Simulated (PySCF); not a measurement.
```xyz
23

C     2.6638    1.0890   -1.1668
C     1.5111    1.0946   -0.5112
N     0.8899    0.0046    0.0640
Si    1.5605   -1.6003    0.0369
N    -0.3650    0.3348    0.6333
C    -0.3668    0.2383    2.0774
C    -1.4582   -0.3602    0.0259
C    -1.8011   -0.0011   -1.3865
C    -2.6934    0.4403   -0.2681
H     3.2364    0.1926   -1.3215
H     3.0668    2.0000   -1.5688
H     0.9544    2.0130   -0.3734
H     2.8718   -1.5831    0.6867
H     0.6418   -2.4398    0.8046
H     1.6464   -2.0910   -1.3405
H    -1.2931    0.6776    2.4452
H     0.4774    0.8072    2.4635
H    -0.2946   -0.7960    2.4410
H    -1.5928   -1.4003    0.3284
H    -1.1888    0.7446   -1.8683
H    -2.1387   -0.7868   -2.0445
H    -3.6549   -0.0354   -0.1492
H    -2.6775    1.4843    0.0019
```

Geometry: GFN2-xTB.

The calculation used PySCF 2.14.0, PBE0/pcSseg-1, SCF density, gas phase, non-relativistic.

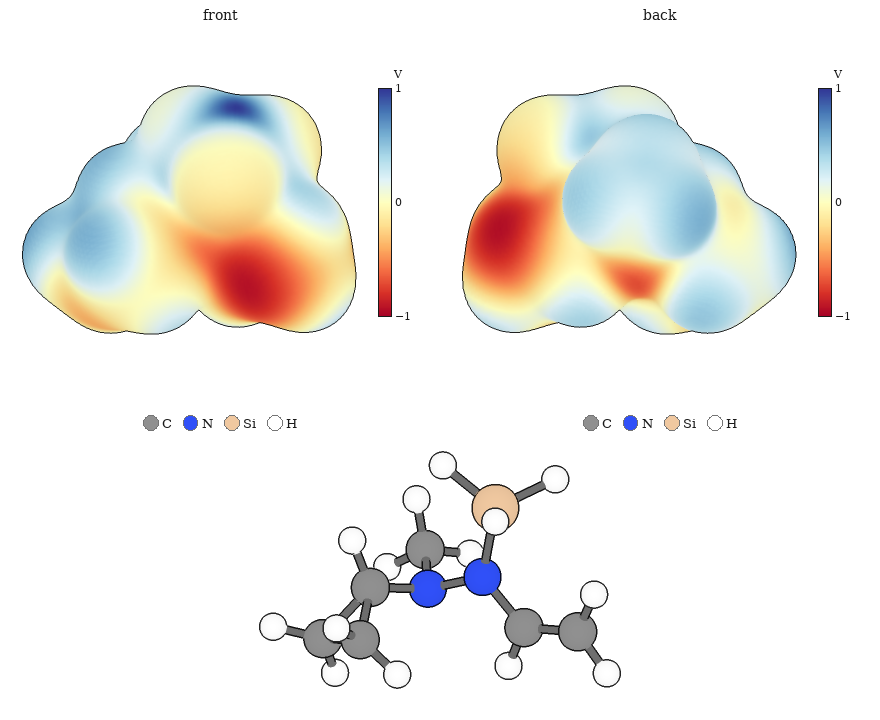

C$_{6}$H$_{14}$N$_{2}$Si. The electrostatic potential painted on the density surface at 0.001 e/bohr³, seen from the front and from behind; red is negative and blue positive. The bare structure is drawn below in the same view.

> Describe the electrostatic potential map.

The most negative region (about −0.9 V) lies over the π face of C1 and C2, the most positive (about +0.8 V) over Si4.
